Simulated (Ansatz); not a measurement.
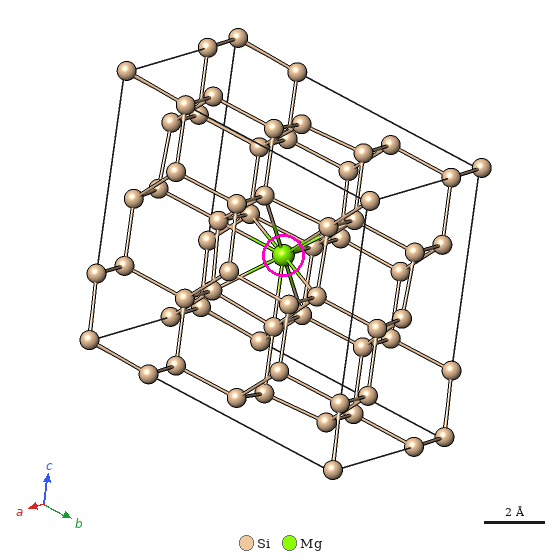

A ball-and-stick rendering, viewed slightly off an axis. One supercell is framed, with atoms on its boundary repeated. The host is Si, in a cell of 32 sites, and the cell is neutral. A ring marks the defect's site.

> Where does the cell differ from the host, and how?

An interstitial magnesium atom. It is bonded to ten Si at about 2.5 to 2.7 Å.

The atoms were relaxed in the host's cell with DFT LDA, scalar-relativistic, plane waves, PAW (Ansatz).
